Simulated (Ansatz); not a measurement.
# GeNH4Cl (SMILES [NH2][GeH2][Cl]) at PBE0/cc-pVDZ

Aim: the energy change on altering one bond length of GeNH4Cl at PBE0/cc-pVDZ, from 2 runs. 

The calculation is run with Ansatz 0.2.0.

68 further runs of the same task are left out: 68 set aside as unsound or not needed.

## 1. The system as given

GeNH4Cl: 7 atoms, total charge 0, spin state singlet. SMILES: `[NH2][GeH2][Cl]`. The coordinates come from a PBE0-D4/def2-TZVP relaxation. This is one conformer, not always the lowest.

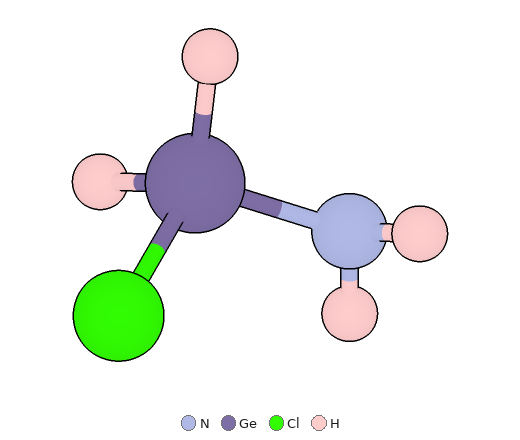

The structure, seen from a chosen angle (nitrogen light blue, germanium purple, chlorine green, hydrogen pink).

## 2. The energy at PBE0/cc-pVDZ

input.yaml reads:

```yaml
basis:
  gaussian:
    orbitals: cc-pVDZ
crystal:
  periodic: [false, false, false]
  atoms:
    - {symbol: "N", position_ang: [-0.792900, 0.515500, -0.722700]}
    - {symbol: Ge, position_ang: [0.579900, 0.003300, 0.353200]}
    - {symbol: Cl, position_ang: [0.394500, -2.054600, 1.034500]}
    - {symbol: H, position_ang: [-1.700900, 0.526800, -0.279600]}
    - {symbol: H, position_ang: [-0.858900, 0.014700, -1.597700]}
    - {symbol: H, position_ang: [0.559300, 0.864900, 1.617200]}
    - {symbol: H, position_ang: [1.880200, 0.061300, -0.450600]}
magnetization:
  spin_polarized: false
  initial_magnetization: 0
hamiltonian:
  xc: pbe0
accuracy: high
output: {orbitals: {seedname: orbitals}}
```

Started as:

```console
$ ansatz run input.yaml --threads 1 --pin off --max-ram 3480MiB --events-out events.jsonl --progress --plain --runs-dir runs
```

Standard output:

```text
Warning: RAYON_NUM_THREADS=1 ignored (pool sized by the plan → 1); use --threads N
Functional definition: PBE0
  name "PBE0"
  parameter a = 0.25
  parameter kappa = 0.804
  parameter beta = 0.06672455060314922
  exchange = (1 - a)*pbe_x(kappa = kappa, mu = beta*pi^2/3) + a*exact_x
  correlation = pbe_c(beta = beta)
1818 factors; integrals over basis functions are off by at most 4.5e-9 eV
mean field evaluation 1: about -70578.9380 eV, gradient 4.9e1 eV
mean field evaluation 2: about -70570.3294 eV, gradient 7.5e1 eV
mean field evaluation 4: about -70583.6555 eV, gradient 2.8e0 eV
mean field evaluation 8: about -70583.7950 eV, gradient 1.6e-1 eV
mean field evaluation 16: about -70583.7951 eV, gradient 8.4e-6 eV
mean field -70583.79509093 eV, -2593.9066261768 hartree, gradient 7.3e-8 eV, S^2 0.000000; 0 other end points of the search recorded, 0 dependent functions left out
reference -70583.79509328 eV, -2593.9066262634 hartree; 30, 30 occupied and 49, 49 virtual orbitals, 1818 factors
Total energy: -70583.79509328 eV, -2593.9066262634 hartree
```

It took 8.1 s on 1 thread of Arm Neoverse V1, shared host; peak memory 0.28 GiB.

## 3. The distorted shape, same level

molecule.yaml reads:

```yaml
basis:
  gaussian:
    orbitals: cc-pVDZ
crystal:
  periodic: [false, false, false]
  atoms:
    - {symbol: "N", position_ang: [-1.443071, 0.486499, -0.320787]}
    - {symbol: Ge, position_ang: [-0.070271, -0.025701, 0.755113]}
    - {symbol: Cl, position_ang: [-0.255671, -2.083601, 1.436413]}
    - {symbol: H, position_ang: [-2.351071, 0.497799, 0.122313]}
    - {symbol: H, position_ang: [-1.509071, -0.014301, -1.195787]}
    - {symbol: H, position_ang: [-0.090871, 0.835899, 2.019113]}
    - {symbol: H, position_ang: [1.880200, 0.061300, -0.450600]}
hamiltonian:
  xc: {name: PBE0}
accuracy: high
output:
  orbitals: {seedname: orbitals}
```

Started as:

```console
$ ansatz run molecule.yaml --threads 1 --pin off --max-ram 3480MiB --events-out events.jsonl --progress --plain --runs-dir runs
```

Standard output (excerpt; [...] marks lines left out):

```text
Warning: RAYON_NUM_THREADS=1 ignored (pool sized by the plan → 1); use --threads N
[... 7 set-up lines as earlier in the session ...]
1807 factors; integrals over basis functions are off by at most 4.4e-9 eV
mean field evaluation 1: about -70576.8362 eV, gradient 4.9e1 eV
mean field evaluation 2: about -70567.3075 eV, gradient 7.7e1 eV
mean field evaluation 4: about -70581.6478 eV, gradient 3.4e0 eV
mean field evaluation 8: about -70581.7932 eV, gradient 1.7e-1 eV
mean field evaluation 16: about -70581.7933 eV, gradient 3.7e-5 eV
mean field -70581.79325806 eV, -2593.8330601758 hartree, gradient 6.0e-8 eV, S^2 0.000000; 0 other end points of the search recorded, 0 dependent functions left out
reference -70581.79326045 eV, -2593.8330602638 hartree; 30, 30 occupied and 49, 49 virtual orbitals, 1807 factors
Total energy: -70581.79326045 eV, -2593.8330602638 hartree
```

Wall time 8.1 s (1 thread of Arm Neoverse V1, shared host); peak memory 0.28 GiB.

## 4. Summary of results

Level: PBE0/cc-pVDZ.

| quantity | value |
| --- | --- |
| first shape: total energy | -2593.90663 Eh |
| first shape: HOMO energy | -7.73 eV |
| first shape: LUMO energy | 0.53 eV |
| first shape: HOMO–LUMO gap | 8.26 eV |
| distorted shape: total energy | -2593.83306 Eh |
| distorted shape: HOMO energy | -7.81 eV |
| distorted shape: LUMO energy | -1.97 eV |
| distorted shape: HOMO–LUMO gap | 5.84 eV |
| energy change with the Ge2–H7 bond stretched from 1.530 to 2.295 Å | 2.002 eV |

**Reading.** With the Ge2–H7 bond stretched from 1.530 to 2.295 Å the energy rises by 2.00 eV (193 kJ/mol). The first shape isn't relaxed at this level, so the change isn't measured from a minimum.
